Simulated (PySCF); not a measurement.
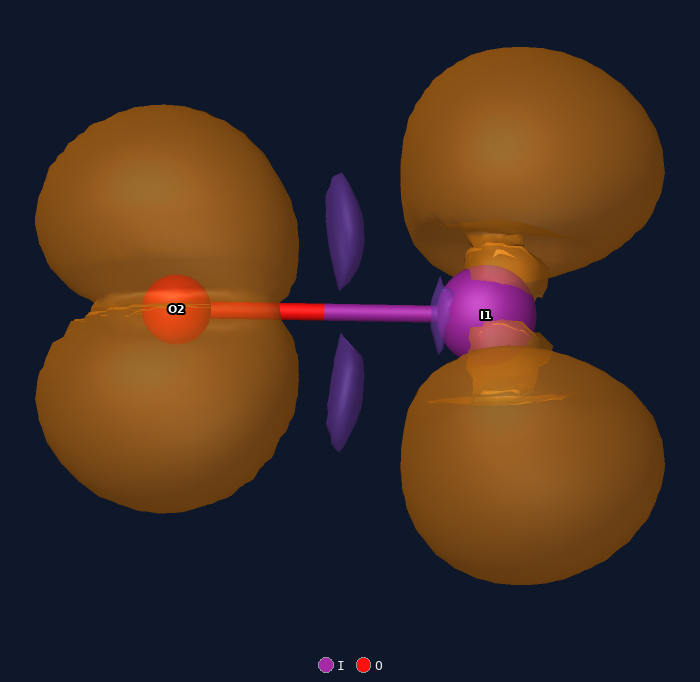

The picture shows: IO (doublet). Isosurfaces of the spin density at +0.02 (orange) and −0.02 e/Å³ (purple), seen from one side.

Core potentials replace the inner electrons of I.

Computed with PySCF 2.14.0, PBE0/cc-pVTZ(-PP), non-relativistic Hamiltonian with scalar-relativistic core potentials where named, at a bond length of 1.892 Å.

| atom | x (Å) | y (Å) | z (Å) |
| --- | --- | --- | --- |
| I | 0.0000 | 0.0000 | -0.2118 |
| O | 0.0000 | 0.0000 | 1.6802 |

Describe the spin distribution.

The unpaired spin (1 electron) lies mostly on O2 (about 0.7) and I1 (about 0.3), in electrons by Hirshfeld's partition.
